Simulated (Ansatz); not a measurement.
Ligand exchange: Mg(CH3)F + SiH(NH2)(SiH3)2 → Mg(CH3)(NH2) + SiH(SiH3)2F

Species: Mg(CH3)F, singlet; SiH(NH2)(SiH3)2, singlet; Mg(CH3)(NH2), singlet; SiH(SiH3)2F, singlet. The partners trade F for NH2: Mg–F and Si–NH2 bonds give way to Mg–NH2 and Si–F.

Shapes, held fixed at every level: PBE0-D4/def2-TZVP. Flexible molecules stand in one conformer, not always the lowest. Programs: Ansatz 0.2.0. Electronic energies: no zero-point or thermal term.

| level | kind | ΔE (kJ/mol) | less CCSD(T)/def2-TZVPP |
| --- | --- | --- | --- |
| HF/def2-SVP | Hartree–Fock | +65.4 | +17.6 |
| B3LYP-D4/def2-TZVPP | global hybrid | +52.2 | +4.4 |
| PBE0-D4/def2-TZVPP | global hybrid | +55.1 | +7.3 |
| wB97M-V/def2-TZVPP | range-separated hybrid | +50.7 | +2.9 |
| wB97X-V/def2-TZVPP | range-separated hybrid | +51.6 | +3.8 |
| MP2/def2-SVP | perturbation theory | +73.4 | +25.6 |
| MP2/def2-TZVPP | perturbation theory | +51.9 | +4.1 |
| CCSD(T)/def2-TZVPP | coupled cluster or CI | +47.8 | 0.0 |

The highest level, CCSD(T)/def2-TZVPP, gives ΔE = +47.8 kJ/mol; the levels span +47.8 to +73.4. The column of differences is taken from that level and isn't an error. No measured value is set beside it here. Outer-core shells of Mg are correlated, in sets that cover them unevenly. CCSD(T)/def2-TZVPP lies outside the range of all other levels here, so it shouldn't be taken on trust.

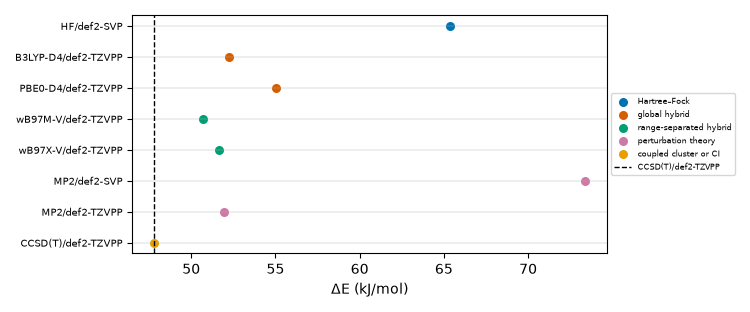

The values of the table, level by level.
